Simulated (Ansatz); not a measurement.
# SiGe: a line through an energy map

Aim: follow the energy of SiGe (P6_3mc, No. 186; 4 atoms in the cell) along one coordinate, c/a of the conventional cell, with the other held at volume per atom = 20.37 Å³.

Computed with Ansatz 0.2.0 (DFT PBEsol, scalar-relativistic, plane waves, PAW, unless a step's input says otherwise).

2 further runs of the same task are left out: 2 set aside as unsound or not needed.

### Step 1. The system as given

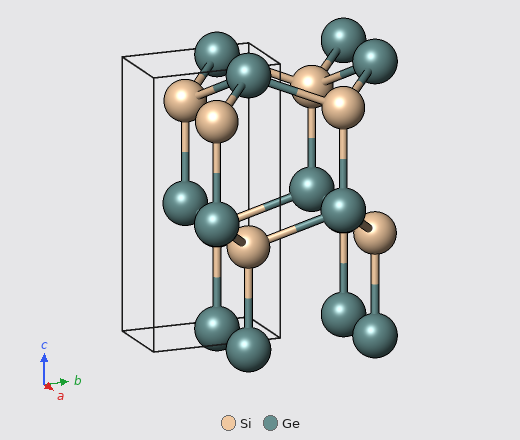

The starting structure, seen slightly off an axis (silicon light orange, germanium teal). 2×2×1 cells are drawn. Atoms on the faces are drawn again on the opposite ones.

As a file:

```
Si Ge
1.0
     3.90047    0.00000    0.00000
    -1.95023    3.37790    0.00000
     0.00000    0.00000    6.44316
Si Ge
2 2
Direct
  0.66667 0.33333 0.87455
  0.33333 0.66667 0.37455
  0.66667 0.33333 0.50045
  0.33333 0.66667 0.00045
```

It goes back to an entry of the Materials Project, which need not be the stable form.

It is the result of an earlier relaxation at this level (volume 21.22 Å³/atom; gap on the mesh: 0.35 eV).

### Step 2. The scan

The energy is mapped over volume and the cell's shape.

- volume per atom: 5 values from 19.52 to 22.92 Å³
- c/a of the conventional cell: 5 values from 1.377 to 1.982

Nothing else is relaxed (fractional coordinates fixed). Energies count from the relaxed crystal. Points are written as (first, second).

### Step 3. Grid point (20.37 Å³, 1.377)

input.yaml reads:

```yaml
crystal:
  lattice:
    - [4.0884363452, 0.0, 0.0]
    - [-2.0442181726, 3.5406897367, 0.0]
    - [0.0, 0.0, 5.6297768473]
  atoms:
    - { symbol: Si, position: [0.6666666667, 0.3333333333, 0.8745463082] }
    - { symbol: Si, position: [0.3333333333, 0.6666666667, 0.3745463082] }
    - { symbol: Ge, position: [0.6666666667, 0.3333333333, 0.5004526918] }
    - { symbol: Ge, position: [0.3333333333, 0.6666666667, 0.0004526918] }
basis:
  ecutwfc: 420
kpoints:
  mp_grid: { grid: [12, 12, 6] }
hamiltonian:
  xc: pbesol
  pseudopotentials: { kind: paw, azcp: { folder: soft_1 } }
scf:
  occupations: { method: gaussian, width: 0.03 }
output:
  forces: true
  stress: true
  eigenvalues: true
```

On the command line:

```bash
$ ansatz run input.yaml --threads 1 --pin off --max-ram 2048MiB --backend cpu --events-out ev --progress --plain --runs-dir out
```

The program printed, cut to the lines that bear on the results:

```text
Warning: <dir> the record states the generating functional pbe (its physics header spells it `PBE`), which answers neither for hamiltonian.xc's functional nor for the pbesol family's — results may be inconsistent (PPs are generated against a specific XC)
[...]
Warning: RAYON_NUM_THREADS=1 ignored (pool sized by the plan → 1); use --threads N
[...]
Pseudopotentials: kind: paw
Pseudopotential: Si, paw, valence charge 4, recommended cutoff 420 eV (normal), <dir>
Pseudopotential: Ge, paw, valence charge 14, recommended cutoff 420 eV (normal), <dir>
Functional definition: PBEsol
[...]
Crystal: 4 atoms, lattice volume = 81.496 Å³
Basis set: ecut = 420 eV, 1591 PW (Γ), exchange–correlation on 60×60×80 points (8 copies of the dense FFT grid, shifted against one another)
Bands: 22, of which v1, the nominal top of the filled ones, is band 18 counted from 1 (17 counted from 0)
Symmetry: 12 space group operations
Space group: P63mc (ITA 186), of the structure as read, at distance tolerance 4.3e-5 Å
k-points: 76 of 864 (time reversal used)
[...]
SCF iter   1: F=—  HF=-9748.756304 eV  |F-HF|=—  |Δ(HF+E_count)|=         —  Δρ=4.51e-2  dr2=1.53e0  ethr=3.10e-3  ⟨swp⟩=7.1  Hψ=8785  notcnv=0
[...]
SCF iter   8: F=-9748.333763 eV  HF=-9748.333763 eV  |F-HF|=1.47e-8  |Δ(HF+E_count)|=   5.70e-7  Δρ=2.76e-6  dr2=5.39e-9  ethr=2.78e-10  ⟨swp⟩=7.0  Hψ=8133  notcnv=0
[...]
SCF converged after 8 iterations
Free energy (F): -9748.333763 eV
[...]
E sigma→0 (E₀):  -9748.333562 eV
Entropy (-TS):   -0.000403 eV (-0.101 meV/atom)
Fermi energy:    7.774086 eV
[...]
--- Forces (eV/Å), atoms counted from 1 ---
  atom   1  Si     0.00000000     0.00000000     3.67174828
  atom   2  Si    -0.00000000    -0.00000000     3.67174828
  atom   3  Ge     0.00000000     0.00000000    -3.67174725
  atom   4  Ge    -0.00000000    -0.00000000    -3.67174725
[...]
--- Stress (GPa, compression-positive) ---
       -7.843507       0.000000      -0.000000
        0.000000      -7.843507       0.000000
        0.000000       0.000000      43.879517
  P = ⅓ Tr σ = 9.3975 GPa (93.975 kbar)
--- Band table (eV; the first three rows and the last of 76) ---
  k-point 0: bands = ["-16.5805", "-16.5740", "-16.5294", "-16.5294", "-16.5210", "-16.5210", "-16.5104", "-16.5104", "-16.5025", "-16.5025", "-4.9961", "-1.3128", "0.0235", "5.4651", "5.4651", "6.8013", "7.6085", "8.3518", "8.3518", "9.0941", "9.0941", "9.7828"]
[...]
```

Wall time 14 s (1 thread of Intel Xeon Platinum 8259CL at 2.50GHz (Skylake/Cascade Lake), shared host); peak memory 0.44 GiB.

That is 387 meV/atom from the zero.

### Step 4. The run at (20.37 Å³, 1.508)

input.yaml, as its differences from that of step 3:

```diff
@@ -2,5 +2,5 @@
   lattice:
-    - [4.0884363452, 0.0, 0.0]
-    - [-2.0442181726, 3.5406897367, 0.0]
-    - [0.0, 0.0, 5.6297768473]
+    - [3.9662696951, 0.0, 0.0]
+    - [-1.9831348475, 3.4348903142, 0.0]
+    - [0.0, 0.0, 5.9819279541]
   atoms:
```

On the command line:

```bash
$ ansatz run input.yaml --threads 1 --pin off --max-ram 2048MiB --backend cpu --events-out ev --progress --plain --runs-dir out
```

The program printed, cut to the lines that bear on the results:

```text
Warning: <dir> the record states the generating functional pbe (its physics header spells it `PBE`), which answers neither for hamiltonian.xc's functional nor for the pbesol family's — results may be inconsistent (PPs are generated against a specific XC)
[...]
Warning: RAYON_NUM_THREADS=1 ignored (pool sized by the plan → 1); use --threads N
[...]
Pseudopotentials: kind: paw
Pseudopotential: Si, paw, valence charge 4, recommended cutoff 420 eV (normal), <dir>
Pseudopotential: Ge, paw, valence charge 14, recommended cutoff 420 eV (normal), <dir>
Functional definition: PBEsol
[...]
Crystal: 4 atoms, lattice volume = 81.496 Å³
Basis set: ecut = 420 eV, 1591 PW (Γ), exchange–correlation on 54×54×80 points (8 copies of the dense FFT grid, shifted against one another)
Bands: 22, of which v1, the nominal top of the filled ones, is band 18 counted from 1 (17 counted from 0)
Symmetry: 12 space group operations
Space group: P63mc (ITA 186), of the structure as read, at distance tolerance 4.3e-5 Å
k-points: 76 of 864 (time reversal used)
[...]
SCF iter   1: F=—  HF=-9749.814559 eV  |F-HF|=—  |Δ(HF+E_count)|=         —  Δρ=4.35e-2  dr2=1.32e0  ethr=3.10e-3  ⟨swp⟩=7.0  Hψ=8882  notcnv=0
[...]
SCF iter   8: F=-9749.491626 eV  HF=-9749.491626 eV  |F-HF|=2.43e-9  |Δ(HF+E_count)|=   2.90e-7  Δρ=1.96e-6  dr2=2.72e-9  ethr=2.78e-10  ⟨swp⟩=6.0  Hψ=6827  notcnv=0
[...]
SCF converged after 8 iterations
Free energy (F): -9749.491626 eV
[...]
E sigma→0 (E₀):  -9749.491559 eV
Entropy (-TS):   -0.000134 eV (-0.034 meV/atom)
Fermi energy:    8.046086 eV
[...]
--- Forces (eV/Å), atoms counted from 1 ---
  atom   1  Si    -0.00000000     0.00000000     1.39452103
  atom   2  Si     0.00000000    -0.00000000     1.39452103
  atom   3  Ge    -0.00000000     0.00000000    -1.39452042
  atom   4  Ge     0.00000000    -0.00000000    -1.39452042
[...]
--- Stress (GPa, compression-positive) ---
       -2.884165      -0.000000       0.000000
       -0.000000      -2.884165       0.000000
        0.000000      -0.000000      20.821931
  P = ⅓ Tr σ = 5.0179 GPa (50.179 kbar)
--- Band table (eV; the first three rows and the last of 76) ---
[... band rows left out ...]
[...]
```

Wall time 14 s (1 thread of Intel Xeon Platinum 8259CL at 2.50GHz (Skylake/Cascade Lake), shared host); peak memory 0.44 GiB.

Energy on the map's scale: 98 meV/atom.

### Step 5. Grid point (20.37 Å³, 1.652)

input.yaml, as its differences from that of step 4:

```diff
@@ -2,5 +2,5 @@
   lattice:
-    - [3.9662696951, 0.0, 0.0]
-    - [-1.9831348475, 3.4348903142, 0.0]
-    - [0.0, 0.0, 5.9819279541]
+    - [3.8477584581, 0.0, 0.0]
+    - [-1.9238792291, 3.3322565724, 0.0]
+    - [0.0, 0.0, 6.3560902984]
   atoms:
```

On the command line:

```bash
$ ansatz run input.yaml --threads 1 --pin off --max-ram 2048MiB --backend cpu --events-out ev --progress --plain --runs-dir out
```

The program printed, cut to the lines that bear on the results:

```text
Warning: <dir> the record states the generating functional pbe (its physics header spells it `PBE`), which answers neither for hamiltonian.xc's functional nor for the pbesol family's — results may be inconsistent (PPs are generated against a specific XC)
[...]
Warning: RAYON_NUM_THREADS=1 ignored (pool sized by the plan → 1); use --threads N
[...]
Pseudopotentials: kind: paw
Pseudopotential: Si, paw, valence charge 4, recommended cutoff 420 eV (normal), <dir>
Pseudopotential: Ge, paw, valence charge 14, recommended cutoff 420 eV (normal), <dir>
Functional definition: PBEsol
[...]
Crystal: 4 atoms, lattice volume = 81.496 Å³
Basis set: ecut = 420 eV, 1617 PW (Γ), exchange–correlation on 54×54×90 points (8 copies of the dense FFT grid, shifted against one another)
Bands: 22, of which v1, the nominal top of the filled ones, is band 18 counted from 1 (17 counted from 0)
Symmetry: 12 space group operations
Space group: P63mc (ITA 186), of the structure as read, at distance tolerance 4.3e-5 Å
k-points: 76 of 864 (time reversal used)
[...]
SCF iter   1: F=—  HF=-9750.134396 eV  |F-HF|=—  |Δ(HF+E_count)|=         —  Δρ=4.30e-2  dr2=1.25e0  ethr=3.10e-3  ⟨swp⟩=7.1  Hψ=8832  notcnv=0
[...]
SCF iter   8: F=-9749.845394 eV  HF=-9749.845394 eV  |F-HF|=2.00e-10  |Δ(HF+E_count)|=   2.06e-7  Δρ=1.63e-6  dr2=1.75e-9  ethr=2.61e-10  ⟨swp⟩=2.2  Hψ=5626  notcnv=0
[...]
SCF converged after 8 iterations
Free energy (F): -9749.845394 eV
[...]
E sigma→0 (E₀):  -9749.845394 eV
Fermi energy:    8.282576 eV
[...]
--- Forces (eV/Å), atoms counted from 1 ---
  atom   1  Si    -0.00000000    -0.00000000    -0.01824617
  atom   2  Si     0.00000000     0.00000000    -0.01824617
  atom   3  Ge    -0.00000000    -0.00000000     0.01824848
  atom   4  Ge     0.00000000     0.00000000     0.01824848
[...]
--- Stress (GPa, compression-positive) ---
        3.615640       0.000000       0.000000
        0.000000       3.615640      -0.000000
        0.000000      -0.000000       3.664903
  P = ⅓ Tr σ = 3.6321 GPa (36.321 kbar)
--- Band table (eV; the first three rows and the last of 76) ---
[... band rows left out ...]
[...]
```

Wall time 16 s (1 thread of Intel Xeon Platinum 8259CL at 2.50GHz (Skylake/Cascade Lake), shared host); peak memory 0.43 GiB.

On the map this point reads 9 meV/atom.

### Step 6. The run at (20.37 Å³, 1.809)

input.yaml, as its differences from that of step 5:

```diff
@@ -2,5 +2,5 @@
   lattice:
-    - [3.8477584581, 0.0, 0.0]
-    - [-1.9238792291, 3.3322565724, 0.0]
-    - [0.0, 0.0, 6.3560902984]
+    - [3.7327739682, 0.0, 0.0]
+    - [-1.8663869841, 3.232677083, 0.0]
+    - [0.0, 0.0, 6.7537079406]
   atoms:
```

On the command line:

```bash
$ ansatz run input.yaml --threads 1 --pin off --max-ram 2048MiB --backend cpu --events-out ev --progress --plain --runs-dir out
```

The program printed, cut to the lines that bear on the results:

```text
Warning: <dir> the record states the generating functional pbe (its physics header spells it `PBE`), which answers neither for hamiltonian.xc's functional nor for the pbesol family's — results may be inconsistent (PPs are generated against a specific XC)
[...]
Warning: RAYON_NUM_THREADS=1 ignored (pool sized by the plan → 1); use --threads N
[...]
Pseudopotentials: kind: paw
Pseudopotential: Si, paw, valence charge 4, recommended cutoff 420 eV (normal), <dir>
Pseudopotential: Ge, paw, valence charge 14, recommended cutoff 420 eV (normal), <dir>
Functional definition: PBEsol
[...]
Crystal: 4 atoms, lattice volume = 81.496 Å³
Basis set: ecut = 420 eV, 1595 PW (Γ), exchange–correlation on 50×50×96 points (8 copies of the dense FFT grid, shifted against one another)
Bands: 22, of which v1, the nominal top of the filled ones, is band 18 counted from 1 (17 counted from 0)
Symmetry: 12 space group operations
Space group: P63mc (ITA 186), of the structure as read, at distance tolerance 4.3e-5 Å
k-points: 76 of 864 (time reversal used)
[...]
SCF iter   1: F=—  HF=-9749.884016 eV  |F-HF|=—  |Δ(HF+E_count)|=         —  Δρ=4.36e-2  dr2=1.35e0  ethr=3.10e-3  ⟨swp⟩=7.1  Hψ=8894  notcnv=0
[...]
SCF iter   8: F=-9749.547565 eV  HF=-9749.547565 eV  |F-HF|=3.94e-9  |Δ(HF+E_count)|=   2.35e-7  Δρ=2.26e-6  dr2=4.70e-9  ethr=2.78e-10  ⟨swp⟩=5.7  Hψ=6778  notcnv=0
[...]
SCF converged after 8 iterations
Free energy (F): -9749.547565 eV
[...]
E sigma→0 (E₀):  -9749.547564 eV
Entropy (-TS):   -0.000001 eV (-0.000 meV/atom)
Fermi energy:    8.258813 eV
[...]
--- Forces (eV/Å), atoms counted from 1 ---
  atom   1  Si     0.00000000    -0.00000000    -0.83712226
  atom   2  Si    -0.00000000     0.00000000    -0.83712226
  atom   3  Ge    -0.00000000    -0.00000000     0.83712256
  atom   4  Ge     0.00000000     0.00000000     0.83712256
[...]
--- Stress (GPa, compression-positive) ---
       10.895578      -0.000000      -0.000000
       -0.000000      10.895578       0.000000
       -0.000000       0.000000      -7.641280
  P = ⅓ Tr σ = 4.7166 GPa (47.166 kbar)
--- Band table (eV; the first three rows and the last of 76) ---
[... band rows left out ...]
[...]
```

It took 14 s on 1 thread of Intel Xeon Platinum 8259CL at 2.50GHz (Skylake/Cascade Lake), shared host; peak memory 0.42 GiB.

Energy on the map's scale: 84 meV/atom.

### Step 7. Point (20.37 Å³, 1.982)

input.yaml, as its differences from that of step 6:

```diff
@@ -2,5 +2,5 @@
   lattice:
-    - [3.7327739682, 0.0, 0.0]
-    - [-1.8663869841, 3.232677083, 0.0]
-    - [0.0, 0.0, 6.7537079406]
+    - [3.6212893101, 0.0, 0.0]
+    - [-1.8106446551, 3.136128537, 0.0]
+    - [0.0, 0.0, 7.1759468969]
   atoms:
```

On the command line:

```bash
$ ansatz run input.yaml --threads 1 --pin off --max-ram 2048MiB --backend cpu --events-out ev --progress --plain --runs-dir out
```

The program printed, cut to the lines that bear on the results:

```text
Warning: <dir> the record states the generating functional pbe (its physics header spells it `PBE`), which answers neither for hamiltonian.xc's functional nor for the pbesol family's — results may be inconsistent (PPs are generated against a specific XC)
[...]
Warning: RAYON_NUM_THREADS=1 ignored (pool sized by the plan → 1); use --threads N
[...]
Pseudopotentials: kind: paw
Pseudopotential: Si, paw, valence charge 4, recommended cutoff 420 eV (normal), <dir>
Pseudopotential: Ge, paw, valence charge 14, recommended cutoff 420 eV (normal), <dir>
Functional definition: PBEsol
[...]
Crystal: 4 atoms, lattice volume = 81.496 Å³
Basis set: ecut = 420 eV, 1547 PW (Γ), exchange–correlation on 50×50×96 points (8 copies of the dense FFT grid, shifted against one another)
Bands: 22, of which v1, the nominal top of the filled ones, is band 18 counted from 1 (17 counted from 0)
Symmetry: 12 space group operations
Space group: P63mc (ITA 186), of the structure as read, at distance tolerance 4.3e-5 Å
k-points: 76 of 864 (time reversal used)
[...]
SCF iter   1: F=—  HF=-9749.226532 eV  |F-HF|=—  |Δ(HF+E_count)|=         —  Δρ=4.45e-2  dr2=1.57e0  ethr=3.10e-3  ⟨swp⟩=7.3  Hψ=9071  notcnv=0
[...]
SCF iter   8: F=-9748.778953 eV  HF=-9748.778953 eV  |F-HF|=6.62e-9  |Δ(HF+E_count)|=   5.08e-7  Δρ=2.26e-6  dr2=5.42e-9  ethr=2.78e-10  ⟨swp⟩=6.9  Hψ=7232  notcnv=0
[...]
SCF converged after 8 iterations
Free energy (F): -9748.778953 eV
[...]
E sigma→0 (E₀):  -9748.778827 eV
Entropy (-TS):   -0.000251 eV (-0.063 meV/atom)
Fermi energy:    7.897963 eV
[...]
--- Forces (eV/Å), atoms counted from 1 ---
  atom   1  Si     0.00000000     0.00000000    -1.29069783
  atom   2  Si    -0.00000000    -0.00000000    -1.29069783
  atom   3  Ge     0.00000000     0.00000000     1.29069199
  atom   4  Ge    -0.00000000    -0.00000000     1.29069199
[...]
--- Stress (GPa, compression-positive) ---
       17.539720      -0.000000       0.000000
       -0.000000      17.539720       0.000000
        0.000000       0.000000     -12.068636
  P = ⅓ Tr σ = 7.6703 GPa (76.703 kbar)
--- Band table (eV; the first three rows and the last of 76) ---
[... band rows left out ...]
[...]
```

Wall time 13 s (1 thread of Intel Xeon Platinum 8259CL at 2.50GHz (Skylake/Cascade Lake), shared host); peak memory 0.42 GiB.

That is 276 meV/atom from the zero.

### Step 8. The line in numbers

```
c/a of the conventional cell  step  energy (meV/atom)  slope (meV/atom per unit)  pressure (GPa)  band gap on the k-mesh (eV)  largest force on an atom (eV/Å)
                       1.377     3                387                      −3184            9.40                         0.00                             3.67
                       1.508     4                 98                      −1333            5.02                         0.00                             1.40
                       1.652     5                  9                         −3            3.63                         0.28                             0.02
                       1.809     6                 84                        869            4.72                         0.13                             0.84
                       1.982     7                276                       1267            7.67                         0.00                             1.29
```

Energies count from the relaxed crystal. Slopes come from the forces (and the stress, where the cell changes), not from differences of energies.

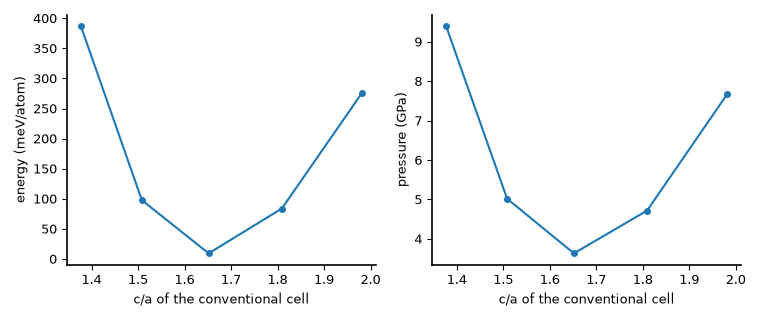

Energy and pressure along the line.

In words: Along the line the energy is lowest at 1.652, 9 meV/atom from the zero. A fit to energies and slopes at the lowest point and its two neighbours puts the minimum at 1.6520, with a curvature of about 7200 meV/atom per (unit)². The highest point computed, at 1.377, lies 378 meV/atom above the lowest. The gap on the mesh reads zero on part of the line; semilocal functionals close small gaps early. This is one cut through a surface in two coordinates; the map's lowest point lies off it. With the other coordinates free, the energies away from the reference would be the same or lower. The gap on the mesh closes on part of the grid.
